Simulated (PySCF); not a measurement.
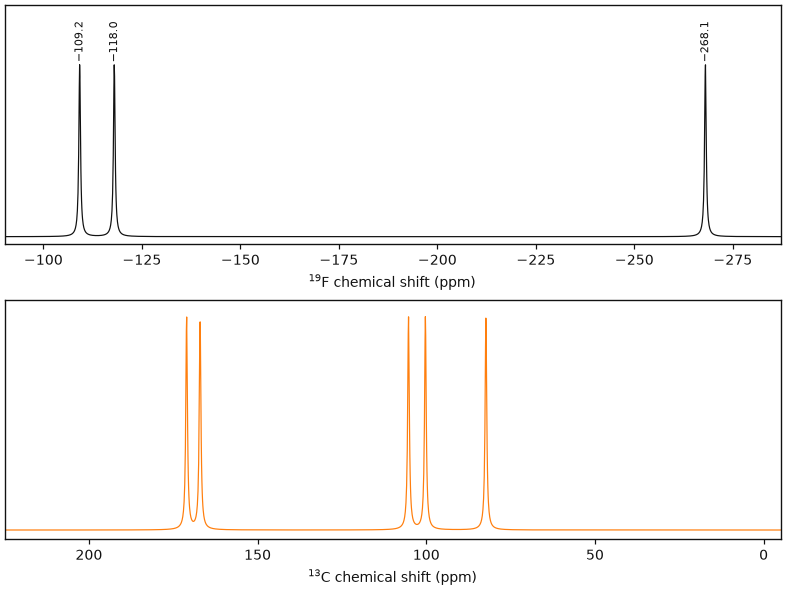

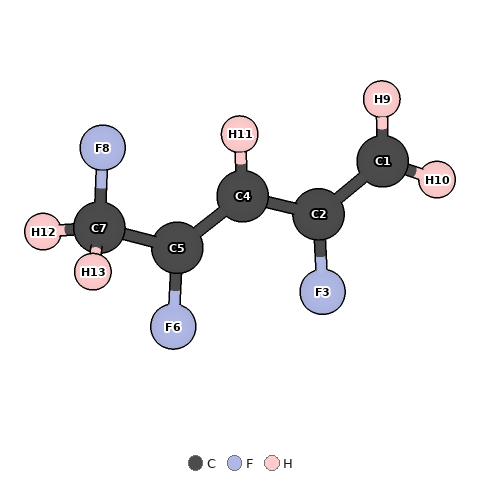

Spectrum and numbered structure of C₅H₅F₃, SMILES C=C(F)/C=C(\F)CF. GIAO shifts, PBE0/pcSseg-1, PySCF, at a GFN2-xTB geometry (no frequency check), against CFCl₃ for ¹⁹F and TMS for ¹³C computed at the same level (¹⁹F: this reference is a hard case for the method, so all values can be off together by tens of ppm, and differences between signals are safer). Gas phase, fully decoupled, line heights follow the number of nuclei, widths are arbitrary (no quadrupolar broadening); values of one conformer, averaged over methyl-type rotors and exact or near symmetry; other conformers aren't averaged in.

> Which atoms give which ¹⁹F line?

```tsv
δ (ppm)	nuclei	atoms
−109.2	1	F3
−118.0	1	F6
−268.1	1	F8
```

> Which atoms give which ¹³C line?

```csv
δ (ppm),nuclei,atoms
171.0,1,C2
167.0,1,C5
105.3,1,C4
100.3,1,C1
82.3,1,C7
```

Known limits of this run: the tight-binding geometry is rougher than a DFT one and adds to the error.
